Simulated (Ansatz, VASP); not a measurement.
# BeTl: VASP beside Ansatz

Aim: how closely do two programs agree when they are given the same cell, functional and k mesh? The cell is invented: As first built, before any earlier steps moved the atoms: it takes the TlHg structure with some of its atoms replaced by other elements, volume scaled by an estimate. It may not be a known or stable phase. The cell comes out of the VASP series on this material, whose earlier steps may have relaxed, scaled or displaced it; both programs get it as it stands.

Calculated with Ansatz 0.2.0; plane waves, with VASP 6.6.1 beside it; relaxation of cell and atoms at RPBE.

### 1. The structure

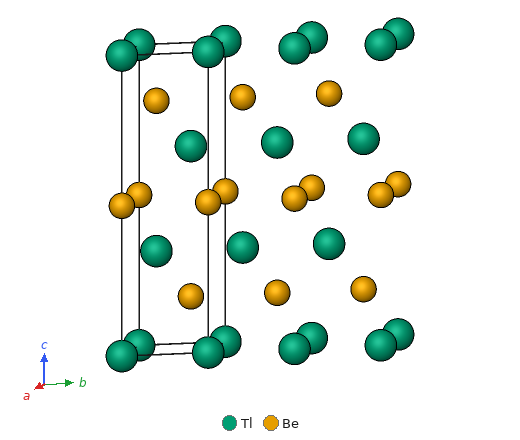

The starting structure, seen slightly off an axis (thallium teal, beryllium orange). 1×3×1 cells are drawn. This picture shows the conventional cell, with its axes. Some periodic images of atoms are drawn too.

### 2. Ansatz: relaxation of cell and atoms, RPBE

Ansatz runs on its default PAW (the set named soft_2) files.

The relaxed volume is the usual yardstick between codes: its relative difference is about their pressure difference at one cell divided by the bulk modulus.

Contents of input.yaml:

```yaml
crystal:
  lattice:
    - [1.71830628, 0.99206459, 3.79584743]
    - [-1.71830628, 0.99206459, 3.79584743]
    - [0.0, -1.98412918, 3.79584743]
  atoms:
    - { symbol: Tl, position: [0.0, 0.0, 0.0] }
    - { symbol: Be, position: [0.5, 0.5, 0.5] }
hamiltonian:
  xc: rpbe
  pseudopotentials: { kind: paw }
kpoints:
  mp_grid: { grid: [9, 9, 9] }
scf:
  occupations: { method: fermi_dirac, width: 0.05 }
relax:
  f_tol: 0.01
  max_steps: 60
  cell: { stress_tol: 0.05 }
output:
  forces: true
  stress: true
```

Launch:

```
$ ansatz run input.yaml --threads 4 --pin off --max-ram 9216MiB --backend cpu --events-out ev --progress --plain --runs-dir out
```

Numbers of over 12 decimals in the logs are rounded to 6 here.

Log:

```text
Engine: ansatz 0.2.0, aarch64-unknown-linux-gnu
Pseudopotentials: kind: paw
Pseudopotential: Tl, paw, valence charge 13, recommended cutoff 420 eV (normal), Tl.paw.azcp
Pseudopotential: Be, paw, valence charge 2, recommended cutoff 420 eV (normal), Be.paw.azcp
Functional definition: RPBE
  parameter kappa = 0.804
  parameter beta = 0.066725
  exchange = rpbe_x(kappa = kappa, mu = beta*pi^2/3)
  correlation = pbe_c(beta = beta)
Crystal: 2 atoms, lattice volume = 38.824 Å³
Basis set: ecut = 420 eV, 763 PW (Γ), exchange–correlation on 60×60×60 points (8 copies of the dense FFT grid, shifted against one another)
Bands: 12, of which v1, the nominal top of the filled ones, is band 8 counted from 1 (7 counted from 0)
Symmetry: 12 space group operations
Space group: R-3m (ITA 166), of the structure as read, at distance tolerance 3.4e-5 Å
k-points: 85 of 729
Non-local potential: Tl, projectors of the file, l = 0: 2, l = 1: 2, l = 2: 2, l = 3: 1
Non-local potential: Be, projectors of the file, l = 0: 2, l = 1: 2, l = 2: 1
PAW form: soft (Blöchl's): semilocal exchange-correlation on the pseudo side does not see the compensation charge
PAW frozen core: Tl, regenerated for the run's functional, and the local potential with it (the file was generated under x = pbe(κ = 0.804, μ = 0.219515), c = pbe(β = 0.066725))
PAW frozen core: Be, regenerated for the run's functional, and the local potential with it (the file was generated under x = pbe(κ = 0.804, μ = 0.219515), c = pbe(β = 0.066725))
PAW one-centre angular grid: Tl, 590 points (default); XC on 64 Gauss nodes
PAW one-centre angular grid: Be, 110 points (default); XC on 64 Gauss nodes
Initial density: superposition of atomic densities (neutral atoms: chi_scale 0, normalization atom), corrected by the library's trained network
Initial wavefunctions: pseudopotential atomic-orbital guess
Functional: x = rpbe, c = pbe(β = 0.066725)
SCF iter   1: F=—  HF=-11551.222330 eV  |F-HF|=—  |Δ(HF+E_count)|=         —  Δρ=3.55e-3  dr2=6.41e-3  ethr=1.77e-3  ⟨swp⟩=6.3  Hψ=6342  notcnv=0
preconditioner: auto → none  [metal: Δε(μ)=0.051 eV  Ē_g=14.079 eV  σ=0.050 eV  W_gap=0.24  n_scr=8 (ndim 8)  ℏωp=23.1 eV  f_vac=0.000  D(μ)=1.07/eV (n_scr^D=8)  sad-step TF]
SCF iter   2: F=—  HF=-11551.220368 eV  |F-HF|=—  |Δ(HF+E_count)|=   1.96e-3  Δρ=1.71e-3  dr2=2.03e-3  ethr=4.28e-5  ⟨swp⟩=1.2  Hψ=1720  notcnv=0
SCF iter   3: F=—  HF=-11551.220103 eV  |F-HF|=—  |Δ(HF+E_count)|=   2.64e-4  Δρ=8.20e-4  dr2=4.15e-4  ethr=1.36e-5  ⟨swp⟩=2.1  Hψ=1244  notcnv=0  defer=1
SCF iter   4: F=—  HF=-11551.219973 eV  |F-HF|=—  |Δ(HF+E_count)|=   1.31e-4  Δρ=1.82e-4  dr2=1.86e-5  ethr=2.77e-6  ⟨swp⟩=2.7  Hψ=1625  notcnv=0
SCF iter   5: F=—  HF=-11551.219969 eV  |F-HF|=—  |Δ(HF+E_count)|=   4.08e-6  Δρ=4.73e-5  dr2=8.08e-7  ethr=1.24e-7  ⟨swp⟩=2.0  Hψ=1617  notcnv=0
SCF iter   6: F=—  HF=-11551.219969 eV  |F-HF|=—  |Δ(HF+E_count)|=   1.26e-7  Δρ=1.64e-5  dr2=1.47e-7  ethr=6.67e-10  ⟨swp⟩=4.0  Hψ=3124  notcnv=0
SCF iter   7: F=-11551.219969 eV  HF=-11551.219969 eV  |F-HF|=5.09e-9  |Δ(HF+E_count)|=   5.06e-8  Δρ=3.49e-6  dr2=6.05e-9  ethr=6.67e-10  ⟨swp⟩=4.0  Hψ=2834  notcnv=0
SCF 1 converged in 7 iterations: F = -11551.219969 eV  dr2 = 6.05e-9
  greatest PAW one-centre occupation: 0.961 electrons in one spin orbital (limit 2), on the Tl atom at site 0 (counted from 0), in its partial waves of l = 2
relax step   1: F+E_penalty+E_count = -11551.21996866 eV  Δ(F+E_penalty+E_count) = +0.000e0 eV  max|allowed force component| = 6.574e-32 eV/Å  Δτ_max = 0.0000 Å  P = +0.334 GPa  Ω = 38.824 Å³  (7 SCF iters, dr2 threshold 1.00e-7 eV, accepted)
[...]
relax step   2: F+E_penalty+E_count = -11551.22058806 eV  Δ(F+E_penalty+E_count) = -6.194e-4 eV  max|allowed force component| = 6.163e-33 eV/Å  Δτ_max = 0.0000 Å  P = -0.202 GPa  Ω = 39.215 Å³  energy of the carried Pulay correction = -1.293e-4 eV  (5 SCF iters, dr2 threshold 2.00e-7 eV, accepted)
[...]
relax step   3: F+E_penalty+E_count = -11551.22076942 eV  Δ(F+E_penalty+E_count) = -1.814e-4 eV  max|allowed force component| = 3.287e-31 eV/Å  Δτ_max = 0.0000 Å  P = +0.028 GPa  Ω = 39.019 Å³  energy of the carried Pulay correction = -6.958e-5 eV  (4 SCF iters, dr2 threshold 1.35e-7 eV, accepted)
[...]
relax step   4: F+E_penalty+E_count = -11551.22083677 eV  Δ(F+E_penalty+E_count) = -6.735e-5 eV  max|allowed force component| = 6.574e-32 eV/Å  Δτ_max = 0.0000 Å  P = +0.027 GPa  Ω = 39.019 Å³  stress off target by 4.01e-2 GPa  SCF on the basis re-selected at this cell (its energy is not comparable with the rows above)  (5 SCF iters)
basis re-selected at this cell: Δ(F+E_penalty+E_count) = -6.735e-5 eV, ΔP = -0.000 GPa vs the last step (what re-selecting the basis moved, of the pressure what is left beyond the Pulay correction that the steps carried, after the strain that the cell walked since its last selection, with what the two solves' SCF thresholds leave and, on support functions, any second-order correction that the steps lacked; it is no m [...]
SCF converged after 5 iterations
Free energy (F): -11551.220837 eV
Harris-Foulkes:  -11551.220837 eV  (|F-HF|=5.46e-12)
Internal energy: -11551.212223 eV  (E = F + TS)
E sigma→0 (E₀):  -11551.216530 eV
Entropy (-TS):   -0.008614 eV (-4.307 meV/atom)
Fermi energy:    9.275449 eV
--- Per-component energies (eV) ---
  E_band       = 3.705866
  E_kinetic    = 351.087378
  E_local      = -986.216352  (includes V_loc(G=0)·N_el)
  E_nonlocal   = 320.698784
  E_hartree    = 377.203084
  E_xc         = -248.505954
  E_vxc        = -159.868935  (∫ρ·V_xc dr)
  E_paw        = -10240.854871  (= ΣΔE_a)
  E_vpaw       = -276.401227  (= ΣTr[D̂ρ^β])
  E_aug_tail   = 0.000034  (compensation charges beyond the density's cutoff)
  E_ewald      = -1124.716877
  E_core_change = 0.092552  (= ΣΔE_core)
  E_smearing   = -0.008614  (= −TS)
  E_closure    = 0.000000  (closes the sum)
  Σ components = -11551.220837   (vs F -11551.220837, Δ=0.00e0)
--- Forces (eV/Å), atoms counted from 1 ---
  atom   1  Tl     0.00000000    -0.00000000    -0.00000000
  atom   2  Be    -0.00000000     0.00000000    -0.00000000
  max |Σ_I F_I| component: 3.94e-31 eV/Å
--- Stress (GPa, compression-positive) ---
        0.040081      -0.000000      -0.000000
       -0.000000       0.040081      -0.000000
       -0.000000      -0.000000       0.002108
  P = ⅓ Tr σ = 0.0274 GPa (0.274 kbar)
--- Relaxed structure (3 steps of the walk, 3 accepted, 1 SCFs on fresh bases) ---
  F+E_penalty+E_count = -11551.22083677 eV   max|allowed force component| = 6.574e-32 eV/Å   (the final SCF, on the basis selected at the relaxed cell)
  cell:  # Å, volume = 39.0186 Å³
    - [1.713411, 0.989238, 3.836705]
    - [-1.713411, 0.989238, 3.836705]
    - [0, -1.978476, 3.836705]
  atoms:
    - { symbol: Tl, position: [0, 0, 0] }
    - { symbol: Be, position: [0.5, 0.5, 0.5] }
```

It took 2.5 s on 4 threads of Arm Neoverse V2, shared host; peak memory 0.35 GiB; 7.3 s of CPU time.

### 3. VASP: relaxation of cell and atoms, RPBE

The same cell, functional, mesh and smearing now go to VASP, with its own data sets and cutoff.

Lines of VASP's logs that name or quote its potential files are left out, and so is its time.

Contents of INCAR:

```
SYSTEM = BeTl
PREC = Accurate
ENCUT = 400
EDIFF = 1E-06
NELM = 100
ISMEAR = -1
SIGMA = 0.05
LREAL = .FALSE.
ALGO = Normal
GGA = RP
LORBIT = 11
LWAVE = .FALSE.
LCHARG = .FALSE.
IBRION = 2
NSW = 60
ISIF = 3
EDIFFG = -0.01
```

Contents of POSCAR:

```
BeTl
1.0
    1.7183062800      0.9920645900      3.7958474300
   -1.7183062800      0.9920645900      3.7958474300
    0.0000000000     -1.9841291800      3.7958474300
Tl Be
1 1
Direct
    0.0000000000      0.0000000000      0.0000000000
    0.5000000000      0.5000000000      0.5000000000
```

Contents of KPOINTS:

```
Automatic mesh
0
Gamma
9 9 9
0 0 0
```

The projector-augmented-wave data sets are Tl_d and Be (PBE family, release 64).

Launch:

```
$ mpirun -np 1 vasp_std
```

Log:

```text
[banner, memory and clock lines left out]
running    1 mpi-ranks, on    1 nodes
 distrk:  each k-point on    1 cores,    1 groups
 distr:  one band on    1 cores,    1 groups

 POSCAR found type information on POSCAR TlBe
 POSCAR found :  2 types and       2 ions
|                                                                             |
|               ----> ADVICE to this user running VASP <----                  |
|                                                                             |
|     You enforced a specific xc type in the INCAR file but a different       |
|     [... a line on the potential file left out ...]
|     I HOPE YOU KNOW WHAT YOU ARE DOING!                                     |
|                                                                             |

 LDA part: xc-table for (Slater+PW92), standard interpolation
 POSCAR, INCAR and KPOINTS ok, starting setup
 FFT: planning ... GRIDC
 FFT: planning ... GRID_SOFT
 FFT: planning ... GRID
 WAVECAR not read
 entering main loop
       N       E                     dE             d eps       ncg     rms          rms(c)
DAV:   1     0.416026962858E+02    0.41603E+02   -0.64099E+03  2086   0.934E+02
DAV:   2    -0.327411537365E+01   -0.44877E+02   -0.43491E+02  2023   0.199E+02
DAV:   3    -0.387674266500E+01   -0.60263E+00   -0.59914E+00  2268   0.223E+01
DAV:   4    -0.388003682475E+01   -0.32942E-02   -0.32915E-02  2098   0.188E+00
DAV:   5    -0.388007999720E+01   -0.43172E-04   -0.43171E-04  2298   0.222E-01    0.378E+00
DAV:   6    -0.378607540399E+01    0.94005E-01   -0.20684E-01  2029   0.468E+00    0.272E+00
DAV:   7    -0.377763144453E+01    0.84440E-02   -0.48343E-02  2134   0.209E+00    0.121E+00
DAV:   8    -0.377715217290E+01    0.47927E-03   -0.34724E-03  2026   0.572E-01    0.671E-02
DAV:   9    -0.377715052743E+01    0.16455E-05   -0.11916E-04  2266   0.123E-01    0.344E-02
DAV:  10    -0.377715556184E+01   -0.50344E-05   -0.22084E-05  2132   0.437E-02    0.764E-03
DAV:  11    -0.377715534953E+01    0.21231E-06   -0.89134E-07  1416   0.920E-03
   1 F= -.37771553E+01 E0= -.37728983E+01  d E =-.377716E+01
[...]
2 F= -.37775885E+01 E0= -.37733343E+01  d E =-.433155E-03
[...]
3 F= -.37777008E+01 E0= -.37734387E+01  d E =-.545464E-03
[...]
4 F= -.37777084E+01 E0= -.37734433E+01  d E =-.553018E-03
[...]
5 F= -.37777083E+01 E0= -.37734363E+01  d E =-.552967E-03
[...]
6 F= -.37777109E+01 E0= -.37734431E+01  d E =-.555507E-03
 curvature:  -0.44 expect dE=-0.855E-04 dE for cont linesearch -0.450E-06
 trial: gam= 0.38597 g(F)=  0.678E-61 g(S)=  0.194E-03 ort =-0.240E-04 (trialstep = 0.117E+01)
 search vector abs. value=  0.259E-03
 bond charge predicted
       N       E                     dE             d eps       ncg     rms          rms(c)
DAV:   1    -0.377910582961E+01   -0.13950E-02   -0.40353E-02  2095   0.190E+00    0.178E-01
DAV:   2    -0.377813555185E+01    0.97028E-03   -0.12886E-03  2056   0.401E-01    0.838E-02
DAV:   3    -0.377786132418E+01    0.27423E-03   -0.54431E-04  2089   0.248E-01    0.445E-02
DAV:   4    -0.377785359293E+01    0.77313E-05   -0.46990E-05  2112   0.676E-02    0.646E-03
DAV:   5    -0.377785366660E+01   -0.73665E-07   -0.65293E-06  2065   0.279E-02
   7 F= -.37778537E+01 E0= -.37735827E+01  d E =-.142810E-03
 trial-energy change:   -0.000143  1 .order   -0.000130   -0.000216   -0.000044
 step:   1.3686(harm=  1.4703)  dis= 0.00000  next Energy=    -3.777857 (dE=-0.147E-03)
 reached required accuracy - stopping structural energy minimisation
```

OUTCAR, selected parts (step 3):

```text
ion  position               nearest neighbor table
   1  0.000  0.000  0.000-   2 2.75   2 2.75   2 2.75   2 2.75   2 2.75   2 2.75
   2  0.500  0.500  0.500-   1 2.75   1 2.75   1 2.75   1 2.75   1 2.75   1 2.75

  LATTYP: Found a trigonal (rhomboedric) cell.
 ALAT       =     4.2831327711
 COS(alpha) =     0.6781095618

 Subroutine GETGRP returns: Found 12 space group operations
 (whereof 12 operations were pure point group operations)

The static configuration has the point symmetry D_3d.

 Found     85 irreducible k-points:

   k-points           NKPTS =     85   k-points in BZ     NKDIM =     85   number of bands    NBANDS=     11

   dimension x,y,z NGX =    28 NGY =   28 NGZ =   28
   dimension x,y,z NGXF=    56 NGYF=   56 NGZF=   56

   ENCUT  =  400.0 eV  29.40 Ry    5.42 a.u.   6.98  6.98  6.98*2*pi/ulx,y,z

   NELECT =      15.0000    total number of electrons

 k-points in reciprocal lattice and weights: Automatic mesh
   0.00000000  0.00000000  0.00000000       0.001
   0.11111111  0.00000000  0.00000000       0.008
   0.22222222  0.00000000  0.00000000       0.008
   0.33333333  0.00000000  0.00000000       0.008
   0.44444444  0.00000000  0.00000000       0.008
   0.11111111  0.11111111  0.00000000       0.008
   0.22222222  0.11111111  0.00000000       0.016
   0.33333333  0.11111111  0.00000000       0.016
   0.44444444  0.11111111  0.00000000       0.016
[...]
0.44444444  0.44444444  0.44444444       0.003
  -0.44444444  0.44444444  0.44444444       0.008

 average (electrostatic) potential at core
       1 -83.5167       2 -34.9538

 E-fermi :   6.2387

 k-point     1 :       0.0000    0.0000    0.0000
  band No.  band energies     occupation
    ...
      3      -5.3764      2.00000
      4      -5.1208      2.00000
      5      -5.1208      2.00000
      6      -3.9037      2.00000
      7       5.7619      1.99986
      8       9.1533      0.00000
      9      11.1479      0.00000
     10      11.1479      0.00000
     11      16.0018      0.00000

 k-point     2 :       0.1111    0.0000    0.0000
  band No.  band energies     occupation
    ...
      3      -5.3238      2.00000
      4      -5.1622      2.00000
      5      -5.1337      2.00000
      6      -3.6743      2.00000
      7       5.8760      1.99859
      8       9.3645      0.00000
      9      10.2415      0.00000
     10      11.0460      0.00000
     11      14.9865      0.00000

 k-point     3 :       0.2222    0.0000    0.0000
  band No.  band energies     occupation
    ...
      3      -5.2580      2.00000
      4      -5.2056      2.00000
      5      -5.1481      2.00000
      6      -2.9574      2.00000
      7       6.0774      1.92356
      8       8.0391      0.00000
      9      10.1704      0.00000
     10      10.8494      0.00000
     11      12.9297      0.00000

  Total       -0.0087557     -0.0087557      0.0083276      0.0000000     -0.0000000      0.0000000
  in kB       -0.3594375     -0.3594375      0.3418637      0.0000000     -0.0000000      0.0000000
  external PRESSURE =      -0.1256705 kB  Pullay stress =       0.0000000 kB

  energy-cutoff  :      400.00
  volume of cell :       39.03
      direct lattice vectors                 reciprocal lattice vectors
     1.715579194  0.990490106  3.827933699     0.291446761  0.168266867  0.087079182
    -1.715579194  0.990490106  3.827933699    -0.291446761  0.168266867  0.087079182
    -0.000000000 -1.980980213  3.827933699     0.000000000 -0.336533733  0.087079182

 POSITION                                       TOTAL-FORCE (eV/Angst)
 -----------------------------------------------------------------------------------
     -0.00000     -1.98098      3.82793         0.000000      0.000000     -0.000000
     -0.00000      0.00000      5.74190        -0.000000      0.000000      0.000000
 -----------------------------------------------------------------------------------
    total drift:                                0.000000     -0.000000      0.000000

  FREE ENERGIE OF THE ION-ELECTRON SYSTEM (eV)
  ---------------------------------------------------
  free  energy   TOTEN  =        -3.7778536666 eV

  energy  without entropy=       -3.7693117031  energy(sigma->0) =       -3.77358268

 reached required accuracy - stopping structural energy minimisation

 total charge
# of ion       s       p       d       tot
------------------------------------------
    1        1.089   0.597   9.620  11.306
    2        0.400   0.371   0.000   0.771
--------------------------------------------------
tot          1.489   0.968   9.620  12.077

[... 3 further parts left out ...]
```

CONTCAR:

```
BeTl
   1.00000000000000
     1.7155791944902046    0.9904901064625735    3.8279336987858654
    -1.7155791944902046    0.9904901064625735    3.8279336987858654
    -0.0000000000000000   -1.9809802129251470    3.8279336987858654
  Tl              Be
     1     1
Direct
     0.0000000000000000    0.0000000000000000    1.0000000000000000
     0.5000000000000000    0.5000000000000000    0.5000000000000000
```

### 4. Comparison

Known differences besides the PAW data sets themselves: both relaxations stop at a tolerance, which leaves soft axes loose, and VASP keeps its plane-wave basis; the cutoff is 420 eV in Ansatz and 400 eV in VASP; Ansatz makes its cores anew for this functional, VASP keeps those of its PBE data sets; VASP leaves aspherical gradient terms in its spheres out (LASPH is not set), Ansatz keeps them; Ansatz adds a Pulay correction to the stress that steers its cell, VASP none. Total energies have different zeros and are not compared.

Compared:

```csv
quantity,Ansatz,VASP,difference
volume (Å³),39.02,39.03,-0.02 %
"edge a after relaxation, in the typed setting (Å)",4.317,4.310,+0.16 %
```

The walks stopped with 0.03 GPa left in Ansatz and -0.01 GPa in VASP; each walk ends within a tolerance, so the volume difference is uncertain by about these residues over the bulk modulus, most in soft cells.

### 5. Outcome

```json
{
  "difference in edge a after relaxation, in the typed setting (relaxation of cell and atoms, RPBE)": "0.16 %"
}
```

In words: The difference in edge a after relaxation, in the typed setting is 0.16 % (relaxation of cell and atoms, RPBE), within the 1.2 % picked in this series as the mark of a large difference, as far as the stopping tolerances let one tell. How closely two codes agree says nothing of how well the functional describes the real material.

[Lines on the potential files, build, host, timing and source positions are cut from VASP's logs without a mark.]

[Logs are printed without paths, hosts, clocks, repeated set-up lines and the standing remarks that a program may print on its own settings, such as how far it seeks lower states.]

[Hosts, paths, dates, database ids (printed as entryN), source tags and the programs' standing remarks are cut or masked in the printed files.]
